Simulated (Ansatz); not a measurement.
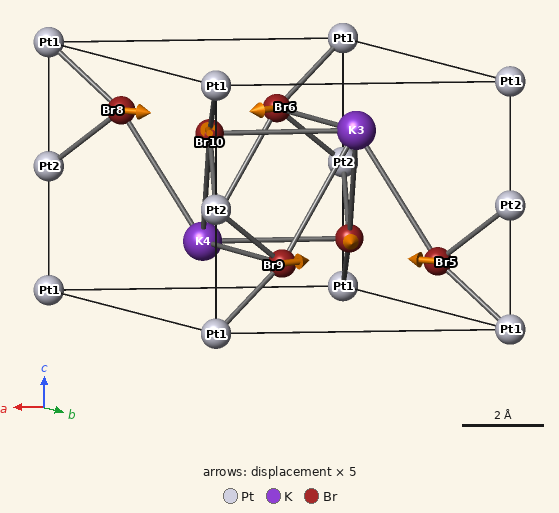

A relaxation of crystalline KPtBr3 (a generated structure, set up in P6_3/mmc). The starting structure is drawn; orange arrows show the displacements (the part carried along by the change of the cell is left out), 5 times their true length.

The picture is a ball-and-stick view of the cell of the calculation, reduced to other axes, seen from a free direction. Lengths and directions refer to the drawn axes.

The start is a swapped structure.

These are results of Ansatz, DFT, PAW plane waves, r2SCAN, not measurements.

The input:
```yaml
crystal:
  lattice:
    - [3.658156, 6.336109, 0.0]
    - [-3.658156, 6.336109, 0.0]
    - [0.0, 0.0, 6.249265]
  atoms:
    - { symbol: Pt, position: [0.0, 0.0, 0.0] }
    - { symbol: Pt, position: [0.0, 0.0, 0.5] }
    - { symbol: K, position: [0.3333, 0.3334, 0.75] }
    - { symbol: K, position: [0.6666, 0.6667, 0.25] }
    - { symbol: Br, position: [0.157, 0.686, 0.25] }
    - { symbol: Br, position: [0.314, 0.843, 0.75] }
    - { symbol: Br, position: [0.157, 0.157, 0.25] }
    - { symbol: Br, position: [0.843, 0.314, 0.75] }
    - { symbol: Br, position: [0.686, 0.157, 0.25] }
    - { symbol: Br, position: [0.843, 0.843, 0.75] }
  symmetry: { tolerance: 0.0003 }
kpoints:
  mp_grid: { grid: [6, 6, 6], shift: [0, 0, 0] }
magnetization:
  spin_polarized: false
scf:
  occupations: { method: fermi_dirac }
  lower_state_search: "off"
hamiltonian:
  pseudopotentials: { kind: paw }
  xc: r2scan
basis:
  ecutwfc: 500
  fft_grid_basis: typed
relax:
  max_steps: 60
  cell: { p_target: 0.0 }
  f_tol: 0.03
output:
  forces: true
  stress: true
  eigenvalues: true
  bader: true
  populations: true
  elf: true
  write_potential: true
  volumetric_format: npy
  dos:
    e_range: [-12, 8]
    de: 0.05
    projected: { site_lists: { Br: [Br], K: [K], Pt: [Pt] } }
  write_density: true
checkpoint:
  read: saved_state
```

Launched with:
```bash
ansatz run input.yaml --threads 2 --pin off --max-ram 2560MiB --backend cpu --events-out ev --progress --plain --runs-dir out
```

Atoms of which element are displaced furthest, and by how much?

Answer. Bromine: up to 0.17 Å, against 0.00 Å for potassium.

What did the optimiser do to the structure, and how much energy did it gain?

Answer. After 4 accepted moves (5 points after the start) the energy has fallen by 79.9 meV per atom. Largest force component: 1.8 eV/Å at the start, 0.0035 eV/Å at the end. The pressure goes from 5.13 to 0.01 GPa. The SCF was repeated once at an unchanged geometry on a basis and grid sized afresh for the cell, which shifted the energy by less than 0.05 meV per atom at most. The largest moves relative to the cell, 0.17 Å, are those of Br5, Br6, Br7, Br8, Br9 and Br10. Br6 goes along [2 1 0]. K and Pt stay in place. Cell: a = b 7.316 → 7.284 Å (−0.4 %), c 6.249 → 6.243 Å (−0.1 %). Volume −1.0 %. Near-neighbour distances that change, for instance: Pt1–Br10 2.530 → 2.654 Å, K3–Br5 3.841 → 3.740 Å, K3–Br10 3.660 → 3.642 Å. Bond angles that change, for instance: K4–Br6–K4 108.9° → 113.2°, Pt1–Br6–K4 163.7° → 159.4°, Pt1–Br6–Pt2 76.3° → 72.0°. The space group stays P6_3/mmc (No. 194).
